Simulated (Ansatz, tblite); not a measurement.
# Ge22H28 ring sphere (Ge₂₂H₂₈): one state, many levels

How do method and basis change the picture of Ge22H28 ring sphere (Ge₂₂H₂₈) (singlet)?

Method: as each input shows; program: Ansatz 0.2.0, Gaussian basis.

The runs, in order: GFN1-xTB, GFN2-xTB, PBE-D4/def2-TZVP, r2SCAN-D4/def2-TZVP, B97M-V/def2-TZVP, PBE-D4/def2-SVP, PBE0-D4/def2-SVP, HF/6-31G, B3LYP-D4/6-31G, MP2/def2-SVP, RPA/def2-SVP.

1 further run of the same task is left out (set aside as unsound or not needed). Runs told in other sessions of the task aren't counted.

## 1. The geometry

The geometry is that of the singlet, from an earlier relaxation (r2SCAN-D4/def2-SVP).

50 atoms, charge 0, spin multiplicity 1.

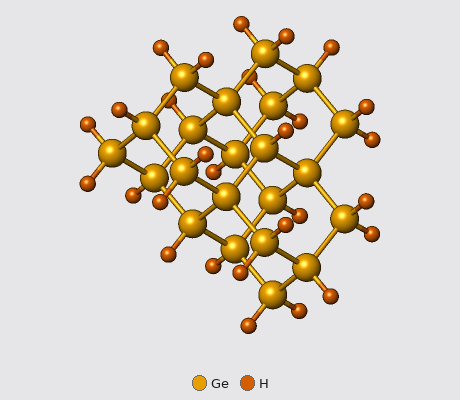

The geometry (germanium amber, hydrogen orange).

PBE0-D4/def2-TZVP was run before; its log isn't repeated, and its numbers join the tables.

## 2. GFN1-xTB

Tight binding, by tblite at 300 K electronic temperature and without a spin-polarisation term:

```python
tblite.interface.Calculator('GFN1-xTB', numbers, positions, charge=0, uhf=0).singlepoint()
```

Energy -1419.5037 eV, HOMO -11.78 eV, LUMO -8.71 eV; 0.58 s.

## 3. GFN2-xTB

Tight binding, by tblite at 300 K electronic temperature and without a spin-polarisation term:

```python
tblite.interface.Calculator('GFN2-xTB', numbers, positions, charge=0, uhf=0).singlepoint()
```

Energy -1551.1604 eV, HOMO -9.89 eV, LUMO -6.11 eV; 0.54 s.

## 4. PBE-D4/def2-TZVP

start.molden holds the orbitals of an earlier run on this state, given as this run's starting guess.

Input file in.yaml:

```yaml
crystal:
  periodic: [false, false, false]
  atoms:
    - {symbol: Ge, position_ang: [-3.733052, -0.933469, -1.890890]}
    - {symbol: Ge, position_ang: [-3.731646, 1.893629, 0.934780]}
    - {symbol: Ge, position_ang: [-0.932411, -0.932126, -4.702588]}
    - {symbol: Ge, position_ang: [-0.938355, -3.732459, -1.888039]}
    - {symbol: Ge, position_ang: [-0.913176, -0.912694, 0.915276]}
    - {symbol: Ge, position_ang: [1.889338, -3.733681, 0.935374]}
    - {symbol: Ge, position_ang: [1.879837, -0.919159, -1.880691]}
    - {symbol: Ge, position_ang: [1.892438, -0.934276, 3.732241]}
    - {symbol: Ge, position_ang: [-0.917643, 1.879654, -1.880494]}
    - {symbol: Ge, position_ang: [-0.928508, 4.703576, 0.929408]}
    - {symbol: Ge, position_ang: [1.882742, 1.880654, 0.915628]}
    - {symbol: Ge, position_ang: [-0.932866, 1.892889, 3.731832]}
    - {symbol: Ge, position_ang: [4.702644, -0.933951, 0.930891]}
    - {symbol: Ge, position_ang: [-2.336500, -2.335277, -3.300775]}
    - {symbol: Ge, position_ang: [-2.345042, 0.483702, -0.482283]}
    - {symbol: Ge, position_ang: [-2.332765, 3.303518, 2.334165]}
    - {symbol: Ge, position_ang: [0.470690, 0.469979, -3.298557]}
    - {symbol: Ge, position_ang: [0.482373, -2.345075, -0.482573]}
    - {symbol: Ge, position_ang: [0.485801, 0.485195, 2.344624]}
    - {symbol: Ge, position_ang: [3.300882, -2.336969, 2.335151]}
    - {symbol: Ge, position_ang: [3.299470, 0.469052, -0.472297]}
    - {symbol: Ge, position_ang: [0.472699, 3.298062, -0.473136]}
    - {symbol: H, position_ang: [-4.647898, -0.047296, -2.762352]}
    - {symbol: H, position_ang: [-4.631254, -1.813895, -0.997283]}
    - {symbol: H, position_ang: [-4.629005, 1.000667, 1.816712]}
    - {symbol: H, position_ang: [-4.647274, 2.764933, 0.049268]}
    - {symbol: H, position_ang: [-1.812957, -0.043722, -5.605603]}
    - {symbol: H, position_ang: [-0.045489, -1.812149, -5.607541]}
    - {symbol: H, position_ang: [-1.821709, -4.624392, -0.990994]}
    - {symbol: H, position_ang: [-0.055831, -4.653479, -2.756627]}
    - {symbol: H, position_ang: [-1.806385, -1.805896, 1.810924]}
    - {symbol: H, position_ang: [0.993967, -4.629002, 1.816939]}
    - {symbol: H, position_ang: [2.759407, -4.651322, 0.050765]}
    - {symbol: H, position_ang: [2.767067, -1.824828, -2.769233]}
    - {symbol: H, position_ang: [0.996361, -1.813685, 4.628984]}
    - {symbol: H, position_ang: [2.765096, -0.050840, 4.648589]}
    - {symbol: H, position_ang: [-1.822433, 2.767863, -2.769020]}
    - {symbol: H, position_ang: [-1.808492, 5.607590, 0.041460]}
    - {symbol: H, position_ang: [-0.040130, 5.607506, 1.809029]}
    - {symbol: H, position_ang: [2.771909, 2.769639, 1.818975]}
    - {symbol: H, position_ang: [-1.814613, 0.997351, 4.626831]}
    - {symbol: H, position_ang: [-0.049554, 2.763918, 4.649819]}
    - {symbol: H, position_ang: [5.606513, -1.814349, 0.043215]}
    - {symbol: H, position_ang: [5.606721, -0.046306, 1.811135]}
    - {symbol: H, position_ang: [-3.232972, -3.231079, -4.187018]}
    - {symbol: H, position_ang: [-3.227753, 4.190927, 3.230281]}
    - {symbol: H, position_ang: [1.371304, 1.370678, -4.176567]}
    - {symbol: H, position_ang: [4.187366, -3.233032, 3.231123]}
    - {symbol: H, position_ang: [4.178414, 1.368205, -1.373529]}
    - {symbol: H, position_ang: [1.372642, 4.175220, -1.375327]}
basis:
  gaussian: {orbitals: def2-TZVP, fitting: {mean_field: def2-universal-jkfit}, initial_orbitals: start.molden}
hamiltonian: {xc: pbe, dispersion: d4}
scf: {omitted_lower_state_checks: [starts]}
output: {orbitals: {seedname: orbitals}}
```

Started as:

```bash
$ ansatz run in.yaml --threads 11 --pin off --events-out ev --progress --plain --max-ram 174080MiB --backend cuda --devices 0, --max-vram 75GiB
```

The log of the run:

```text
Functional definition: PBE
  name "PBE"
  cite "Perdew, Burke & Ernzerhof, Phys. Rev. Lett. 77, 3865 (1996) doi:10.1103/PhysRevLett.77.3865"
  parent pbe
  parameter kappa = 0.804
  parameter beta = 0.06672455060314922
  exchange = pbe_x(kappa = kappa, mu = beta*pi^2/3)
  correlation = pbe_c(beta = beta)
these checks for a lower state are left out or cut short: starts
6356 factors; integrals over basis functions are off by at most 5.9e-1 eV
mean field evaluation 1: about -1243682.1658 eV, gradient 3.8e1 eV
mean field evaluation 2: about -1243683.3175 eV, gradient 1.4e0 eV
mean field evaluation 4: about -1243683.2725 eV, gradient 1.2e-1 eV
mean field evaluation 8: about -1243683.2725 eV, gradient 1.6e-5 eV
mean field -1243683.27254253 eV, -45704.5172671383 hartree, gradient 1.6e-5 eV, S^2 0.000000; 0 other end points of the search recorded, 0 dependent functions left out
reference -1243683.27265908 eV, -45704.5172714215 hartree; 366, 366 occupied and 858, 858 virtual orbitals, 6356 factors
Total energy: -1243686.99983580 eV, -45704.6542426395 hartree
Checks for a lower state left out: starts
```

Wall time 16 s (1 × H100 with 11 threads of AMD EPYC 7R13, shared host); peak host memory 1.7 GiB.

From the report: HOMO -5.91 eV, LUMO -1.90 eV.

## 5. r2SCAN-D4/def2-TZVP

in.yaml: that of step 4 with these lines changed.

```diff
@@ -55,4 +55,4 @@
   gaussian: {orbitals: def2-TZVP, fitting: {mean_field: def2-universal-jkfit}, initial_orbitals: start.molden}
-hamiltonian: {xc: pbe, dispersion: d4}
+hamiltonian: {xc: r2scan, dispersion: d4}
 scf: {omitted_lower_state_checks: [starts]}
-output: {orbitals: {seedname: orbitals}}
+output: {forces: true, orbitals: {seedname: orbitals}}
```

Launched as before.

The log of the run, shortened:

```text
Functional definition: r2SCAN
  name "r2SCAN"
  cite "Furness, Kaplan, Ning, Perdew & Sun, J. Phys. Chem. Lett. 11, 8208 (2020) doi:10.1021/acs.jpclett.0c02405"
  cite "Furness, Kaplan, Ning, Perdew & Sun, J. Phys. Chem. Lett. 11, 9248 (2020) doi:10.1021/acs.jpclett.0c03077"
  parent r2scan
[...]
6356 factors; integrals over basis functions are off by at most 5.9e-1 eV
[...]
mean field -1243868.75467794 eV, -45711.3336098905 hartree, gradient 1.5e-5 eV, S^2 0.000000; 0 other end points of the search recorded, 0 dependent functions left out
[...]
reference -1243868.75471049 eV, -45711.3336110865 hartree; 366, 366 occupied and 858, 858 virtual orbitals, 6356 factors
Total energy: -1243869.77961999 eV, -45711.3712758161 hartree
Atom 0 at    -3.733052    -0.933469    -1.890890 Å, force    -0.013052     0.001094    -0.008289 eV/Å
[...]
Atom 41 at    -0.049554     2.763918     4.649819 Å, force    -0.030656    -0.027805    -0.016242 eV/Å
Atom 42 at     5.606513    -1.814349     0.043215 Å, force    -0.009953     0.024990     0.037934 eV/Å
Atom 43 at     5.606721    -0.046306     1.811135 Å, force    -0.009662    -0.037971    -0.025593 eV/Å
Atom 44 at    -3.232972    -3.231079    -4.187018 Å, force     0.020563     0.020624     0.003475 eV/Å
Atom 45 at    -3.227753     4.190927     3.230281 Å, force     0.020388    -0.002942    -0.020715 eV/Å
Atom 46 at     1.371304     1.370678    -4.176567 Å, force    -0.017723    -0.018142     0.014567 eV/Å
Atom 47 at     4.187366    -3.233032     3.231123 Å, force    -0.003394     0.020725    -0.020455 eV/Å
Atom 48 at     4.178414     1.368205    -1.373529 Å, force    -0.014939    -0.017679     0.017675 eV/Å
Atom 49 at     1.372642     4.175220    -1.375327 Å, force    -0.017496    -0.014711     0.018126 eV/Å
Dipole moment:     0.015127     0.014322    -0.014743 e Å
Checks for a lower state left out: starts
```

Wall time 21 s (1 × H100 with 11 threads of AMD EPYC 7R13, shared host); peak host memory 1.9 GiB.

From the report: HOMO -6.13 eV, LUMO -1.74 eV.

## 6. B97M-V/def2-TZVP

in.yaml: that of step 5 with these lines changed.

```diff
@@ -55,4 +55,4 @@
   gaussian: {orbitals: def2-TZVP, fitting: {mean_field: def2-universal-jkfit}, initial_orbitals: start.molden}
-hamiltonian: {xc: r2scan, dispersion: d4}
+hamiltonian: {xc: {name: B97M-V}}
 scf: {omitted_lower_state_checks: [starts]}
-output: {forces: true, orbitals: {seedname: orbitals}}
+output: {orbitals: {seedname: orbitals}}
```

Launched as before.

The log of the run:

```text
Functional definition: B97M-V
  name "B97M-V"
  cite "Mardirossian & Head-Gordon, J. Chem. Phys. 142, 074111 (2015) doi:10.1063/1.4907719"
  cite "Becke, J. Chem. Phys. 107, 8554 (1997) doi:10.1063/1.475007"
  cite "Vydrov & Van Voorhis, J. Chem. Phys. 133, 244103 (2010) doi:10.1063/1.3521275"
  # Of w^i u^j: cxij and so on, Table III.
  parameter cx00 = 1.000
  parameter cx01 = 1.308
  parameter cx02 = 1.901
  parameter cx10 = 0.416
  parameter cx11 = 3.070
  parameter css00 = 1.000
  parameter css02 = -1.855
  parameter css10 = -5.668
  parameter css32 = -20.497
  parameter css42 = -20.364
  parameter cos00 = 1.000
  parameter cos01 = 1.573
  parameter cos03 = -6.298
  parameter cos10 = 2.535
  parameter cos32 = -6.427
  parameter b = 6.0
  parameter c = 0.01
  gx(w, u) = cx00 + cx01*u + cx02*u^2 + (cx10 + cx11*u)*w
  gss(w, u) = css00 + css02*u^2 + css10*w + (css32*w^3 + css42*w^4)*u^2
  gos(w, u) = cos00 + cos01*u + cos03*u^3 + cos10*w + cos32*w^3*u^2
  exchange = spin_sum(e_x_unif_s*gx(b97_w, b97_u_x))
  correlation = spin_sum(e_c_pw_mod_same_spin*gss(b97_w, b97_u_same))
      + integral(e_c_pw_mod_opposite_spin*gos(b97_w_opposite, b97_u_opposite)) + vv10(b, c)
these checks for a lower state are left out or cut short: starts
6356 factors; integrals over basis functions are off by at most 5.9e-1 eV
mean field evaluation 1: about -1243639.4016 eV, gradient 3.8e1 eV
mean field evaluation 2: about -1243640.5108 eV, gradient 1.1e0 eV
mean field evaluation 4: about -1243640.5303 eV, gradient 2.7e-1 eV
mean field evaluation 8: about -1243640.5305 eV, gradient 2.2e-5 eV
mean field -1243640.53048794 eV, -45702.9465256038 hartree, gradient 2.2e-5 eV, S^2 0.000000; 0 other end points of the search recorded, 0 dependent functions left out
reference -1243640.53064946 eV, -45702.9465315396 hartree; 366, 366 occupied and 858, 858 virtual orbitals, 6356 factors
Total energy: -1243640.53064946 eV, -45702.9465315396 hartree
Checks for a lower state left out: starts
```

It took 22 s on 1 × H100 with 11 threads of AMD EPYC 7R13, shared host; peak host memory 1.9 GiB.

From the report: HOMO -6.30 eV, LUMO -1.83 eV.

## 7. PBE-D4/def2-SVP

in.yaml: that of step 6 with these lines changed.

```diff
@@ -54,4 +54,4 @@
 basis:
-  gaussian: {orbitals: def2-TZVP, fitting: {mean_field: def2-universal-jkfit}, initial_orbitals: start.molden}
-hamiltonian: {xc: {name: B97M-V}}
+  gaussian: {orbitals: def2-SVP, fitting: {mean_field: def2-universal-jkfit}, initial_orbitals: start.molden}
+hamiltonian: {xc: pbe, dispersion: d4}
 scf: {omitted_lower_state_checks: [starts]}
```

Same command.

The log of the run:

```text
Functional definition: PBE
  name "PBE"
  cite "Perdew, Burke & Ernzerhof, Phys. Rev. Lett. 77, 3865 (1996) doi:10.1103/PhysRevLett.77.3865"
  parent pbe
  parameter kappa = 0.804
  parameter beta = 0.06672455060314922
  exchange = pbe_x(kappa = kappa, mu = beta*pi^2/3)
  correlation = pbe_c(beta = beta)
these checks for a lower state are left out or cut short: starts
6356 factors; integrals over basis functions are off by at most 3.2e-1 eV
mean field evaluation 1: about -1243525.4067 eV, gradient 2.7e1 eV
mean field evaluation 2: about -1243526.4696 eV, gradient 1.0e0 eV
mean field evaluation 4: about -1243526.4335 eV, gradient 8.6e-2 eV
mean field evaluation 8: about -1243526.4335 eV, gradient 1.7e-5 eV
mean field -1243526.43349482 eV, -45698.7535384444 hartree, gradient 1.7e-5 eV, S^2 0.000000; 0 other end points of the search recorded, 0 dependent functions left out
reference -1243526.43359548 eV, -45698.7535421436 hartree; 366, 366 occupied and 478, 478 virtual orbitals, 6356 factors
Total energy: -1243530.16077220 eV, -45698.8905133617 hartree
Checks for a lower state left out: starts
```

Wall time 14 s (1 × H100 with 11 threads of AMD EPYC 7R13, shared host); peak host memory 1.6 GiB.

Report: HOMO -5.87 eV, LUMO -1.79 eV.

## 8. PBE0-D4/def2-SVP

in.yaml: that of step 7 with these lines changed.

```diff
@@ -55,3 +55,3 @@
   gaussian: {orbitals: def2-SVP, fitting: {mean_field: def2-universal-jkfit}, initial_orbitals: start.molden}
-hamiltonian: {xc: pbe, dispersion: d4}
+hamiltonian: {xc: pbe0, dispersion: d4}
 scf: {omitted_lower_state_checks: [starts]}
```

The command is unchanged.

The log of the run:

```text
Functional definition: PBE0
  name "PBE0"
  cite "Adamo & Barone, J. Chem. Phys. 110, 6158 (1999) doi:10.1063/1.478522"
  cite "Perdew, Burke & Ernzerhof, Phys. Rev. Lett. 77, 3865 (1996) doi:10.1103/PhysRevLett.77.3865"
  parent pbe
  parameter a = 0.25
  parameter kappa = 0.804
  parameter beta = 0.06672455060314922
  exchange = (1 - a)*pbe_x(kappa = kappa, mu = beta*pi^2/3) + a*exact_x
  correlation = pbe_c(beta = beta)
these checks for a lower state are left out or cut short: starts
6356 factors; integrals over basis functions are off by at most 3.2e-1 eV
mean field evaluation 1: about -1243560.5352 eV, gradient 9.3e0 eV
mean field evaluation 2: about -1243560.6435 eV, gradient 1.1e-1 eV
mean field evaluation 4: about -1243560.6111 eV, gradient 9.5e-5 eV
mean field -1243560.61106952 eV, -45700.0095411483 hartree, gradient 1.9e-5 eV, S^2 0.000000; 0 other end points of the search recorded, 0 dependent functions left out
reference -1243560.61114504 eV, -45700.0095439233 hartree; 366, 366 occupied and 478, 478 virtual orbitals, 6356 factors
Total energy: -1243564.02046155 eV, -45700.1348339943 hartree
Checks for a lower state left out: starts
```

It took 19 s on 1 × H100 with 11 threads of AMD EPYC 7R13, shared host; peak host memory 1.6 GiB.

From the report: HOMO -6.79 eV, LUMO -1.11 eV.

## 9. HF/6-31G

in.yaml: that of step 8 with these lines changed.

```diff
@@ -54,4 +54,4 @@
 basis:
-  gaussian: {orbitals: def2-SVP, fitting: {mean_field: def2-universal-jkfit}, initial_orbitals: start.molden}
-hamiltonian: {xc: pbe0, dispersion: d4}
+  gaussian: {orbitals: 6-31G, fitting: {mean_field: def2-universal-jkfit}}
+hamiltonian: {xc: hf}
 scf: {omitted_lower_state_checks: [starts]}
```

The command is unchanged.

The log of the run:

```text
Functional definition: HF
  name "HF"
  cite "Fock, Z. Phys. 61, 126 (1930) doi:10.1007/BF01340294"
  parent pbe
  exchange = exact_x
  correlation = 0
these checks for a lower state are left out or cut short: starts
6356 factors; integrals over basis functions are off by at most 7.5e-2 eV
mean field evaluation 1: about -1242661.6410 eV, gradient 3.4e1 eV
mean field evaluation 2: about -1242667.9503 eV, gradient 1.2e1 eV
mean field evaluation 4: about -1242668.5650 eV, gradient 5.0e-1 eV
mean field evaluation 8: about -1242668.5795 eV, gradient 2.8e-4 eV
mean field -1242668.57952796 eV, -45667.2279866364 hartree, gradient 1.6e-5 eV, S^2 0.000000; 0 other end points of the search recorded, 0 dependent functions left out
reference -1242668.57952796 eV, -45667.2279866364 hartree; 366, 366 occupied and 328, 328 virtual orbitals, 6356 factors
Total energy: -1242668.57952796 eV, -45667.2279866364 hartree
Checks for a lower state left out: starts
```

Wall time 12 s (1 × H100 with 11 threads of AMD EPYC 7R13, shared host); peak host memory 1.5 GiB.

HOMO -8.64 eV, LUMO 1.72 eV.

## 10. B3LYP-D4/6-31G

in.yaml: that of step 9 with these lines changed.

```diff
@@ -55,3 +55,3 @@
   gaussian: {orbitals: 6-31G, fitting: {mean_field: def2-universal-jkfit}}
-hamiltonian: {xc: hf}
+hamiltonian: {xc: {name: B3LYP}, dispersion: d4}
 scf: {omitted_lower_state_checks: [starts]}
```

The command is unchanged.

The log of the run, shortened:

```text
Functional definition: B3LYP
  name "B3LYP"
  cite "Stephens, Devlin, Chabalowski & Frisch, J. Phys. Chem. 98, 11623 (1994) doi:10.1021/j100096a001"
  cite "Becke, Phys. Rev. A 38, 3098 (1988) doi:10.1103/PhysRevA.38.3098"
  cite "Lee, Yang & Parr, Phys. Rev. B 37, 785 (1988) doi:10.1103/PhysRevB.37.785"
  cite "Vosko, Wilk & Nusair, Can. J. Phys. 58, 1200 (1980) doi:10.1139/p80-159"
[...]
6356 factors; integrals over basis functions are off by at most 7.5e-2 eV
[...]
mean field -1243686.54527460 eV, -45704.6375378235 hartree, gradient 5.1e-5 eV, S^2 0.000000; 0 other end points of the search recorded, 0 dependent functions left out
reference -1243686.54599190 eV, -45704.6375641839 hartree; 366, 366 occupied and 328, 328 virtual orbitals, 6356 factors
Total energy: -1243692.63604618 eV, -45704.8613695508 hartree
Checks for a lower state left out: starts
```

Run time: 11 s. Hardware: 1 × H100 with 11 threads of AMD EPYC 7R13, shared host; peak host memory 1.5 GiB.

From the report: HOMO -6.52 eV, LUMO -1.17 eV.

## 11. MP2/def2-SVP

in.yaml: that of step 10 with these lines changed.

```diff
@@ -54,4 +54,4 @@
 basis:
-  gaussian: {orbitals: 6-31G, fitting: {mean_field: def2-universal-jkfit}}
-hamiltonian: {xc: {name: B3LYP}, dispersion: d4}
+  gaussian: {orbitals: def2-SVP, initial_orbitals: start.molden}
+correlation: {method: mp2}
 scf: {omitted_lower_state_checks: [starts]}
```

Same command.

The log of the run, shortened:

```text
Functional definition: HF
  name "HF"
  cite "Fock, Z. Phys. 61, 126 (1930) doi:10.1007/BF01340294"
  parent pbe
[...]
8380 factors; integrals over basis functions are off by at most 1.1e-3 eV
[...]
mean field -1242717.78685108 eV, -45669.0363224072 hartree, gradient 3.2e-6 eV, S^2 0.000000; 0 other end points of the search recorded, 0 dependent functions left out
198 core orbitals not correlated: weight in the atoms' cores, before any rotation towards them, 1.000 or more for the frozen orbitals, at most 0.000 for the correlated occupied ones
reference -1242717.78685108 eV, -45669.0363224072 hartree; 168, 168 occupied and 478, 478 virtual orbitals, 8380 factors
second order -138.68747529 eV of doubles, -0.00000000 eV of singles
Total energy: -1242856.47432637 eV, -45674.1329931183 hartree
Checks for a lower state left out: starts
```

Wall time 24 s (1 × H100 with 11 threads of AMD EPYC 7R13, shared host); peak host memory 2.3 GiB.

Hartree-Fock HOMO -8.82 eV, LUMO 1.85 eV.

## 12. RPA/def2-SVP

in.yaml: that of step 11 with these lines changed.

```diff
@@ -55,4 +55,4 @@
   gaussian: {orbitals: def2-SVP, initial_orbitals: start.molden}
-correlation: {method: mp2}
+hamiltonian: {xc: pbe}
+correlation: {method: rpa}
 scf: {omitted_lower_state_checks: [starts]}
-output: {orbitals: {seedname: orbitals}}
```

The command is unchanged.

The log of the run, shortened:

```text
Functional definition: PBE
  name "PBE"
  cite "Perdew, Burke & Ernzerhof, Phys. Rev. Lett. 77, 3865 (1996) doi:10.1103/PhysRevLett.77.3865"
  parent pbe
[...]
8380 factors; integrals over basis functions are off by at most 1.1e-3 eV
[...]
mean field -1243526.40856231 eV, -45698.7526221916 hartree, gradient 3.2e-6 eV, S^2 0.000000; 0 other end points of the search recorded, 0 dependent functions left out
198 core orbitals not correlated: weight in the atoms' cores, before any rotation towards them, 1.000 or more for the frozen orbitals, at most 0.000 for the correlated occupied ones
reference -1242705.30562241 eV, -45668.5776457139 hartree; 168, 168 occupied and 478, 478 virtual orbitals, 8380 factors
Total energy: -1242908.68931420 eV, -45676.0518585287 hartree
Checks for a lower state left out: starts
```

Wall time 34 s (1 × H100 with 11 threads of AMD EPYC 7R13, shared host); peak host memory 9.2 GiB.

## 13. Levels side by side

| level | functions | HOMO (eV) | LUMO (eV) | gap (eV) | time |
| --- | --- | --- | --- | --- | --- |
| HF/6-31G | 694 | -8.64 | 1.72 | 10.36 | 12 s |
| PBE-D4/def2-SVP | 844 | -5.87 | -1.79 | 4.08 | 14 s |
| PBE-D4/def2-TZVP | 1224 | -5.91 | -1.90 | 4.01 | 16 s |
| r2SCAN-D4/def2-TZVP | 1224 | -6.13 | -1.74 | 4.40 | 21 s |
| B97M-V/def2-TZVP | 1224 | -6.30 | -1.83 | 4.47 | 22 s |
| B3LYP-D4/6-31G | 694 | -6.52 | -1.17 | 5.35 | 11 s |
| PBE0-D4/def2-SVP | 844 | -6.79 | -1.11 | 5.68 | 19 s |
| PBE0-D4/def2-TZVP | 1224 | -6.79 | -1.19 | 5.59 | 32 s |

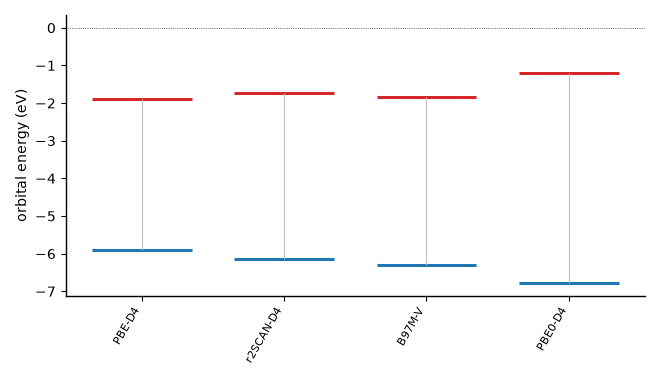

Highest filled (blue) and lowest empty (red) level in def2-TZVP.

The pieces so far (eV):

| basis | HF | MP2 correlation | total |
| --- | --- | --- | --- |
| def2-SVP | -1242717.7869 | -138.6875 | -1242856.4743 (MP2) |

## 14. Binding energy

Free atoms were run apart at each level; binding is atoms less cluster, divided by the number of atoms, without zero-point or spin-orbit terms.

| level | binding an atom (eV) |
| --- | --- |
| HF/6-31G | 1.913 |
| HF/def2-SVP | 2.057 |
| PBE-D4/def2-SVP | 2.953 |
| PBE-D4/def2-TZVP | 2.953 |
| r2SCAN-D4/def2-TZVP | 2.993 |
| B97M-V/def2-TZVP | 2.992 |
| B3LYP-D4/6-31G | 2.874 |
| PBE0-D4/def2-SVP | 2.958 |
| PBE0-D4/def2-TZVP | 2.958 |
| MP2/def2-SVP | 2.778 |

## 15. Results

```
                                                 quantity                                 value
gap in def2-TZVP, named functionals, smallest and largest   4.01 eV (PBE-D4), 5.59 eV (PBE0-D4)
                         correlation energy, MP2/def2-SVP                            -138.69 eV
                binding an atom, functionals in def2-TZVP  2.95 (PBE-D4) to 2.99 eV (r2SCAN-D4)
          PBE0 total energy, smallest basis above largest       156.25 eV (def2-SVP, def2-TZVP)
```

What this shows: Over the named functionals in def2-TZVP the gap runs from 4.01 eV (PBE-D4) to 5.59 eV (PBE0-D4); exact exchange widens it.

The slowest run with a step of its own, RPA/def2-SVP, took 34 s; the quickest functional in def2-TZVP took 16 s (shared host).
